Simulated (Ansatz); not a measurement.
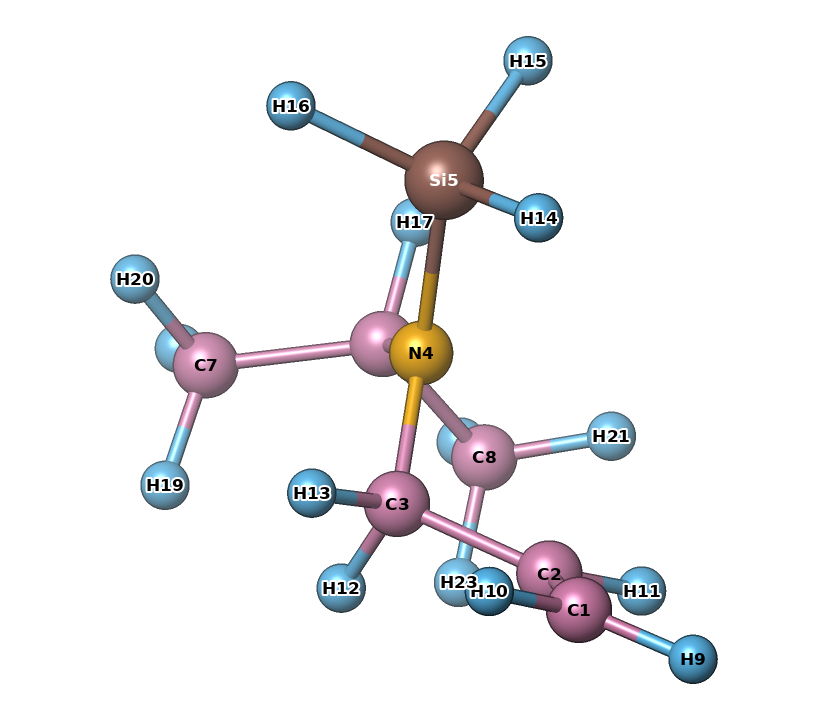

C6 lies behind N4. The molecule seen a little off the N4–C6 bond, N4 in front. Atoms fade into the background with distance from the viewer. The computed structure is the end point of a PBE-D4/def2-SVP optimisation. No frequency run is at hand to confirm it as a minimum.

Q: What is the torsion angle Si5–N4–C6–C7? The sign is positive where the front bond must turn clockwise to cover the back bond.

A: −98°, about perpendicular.
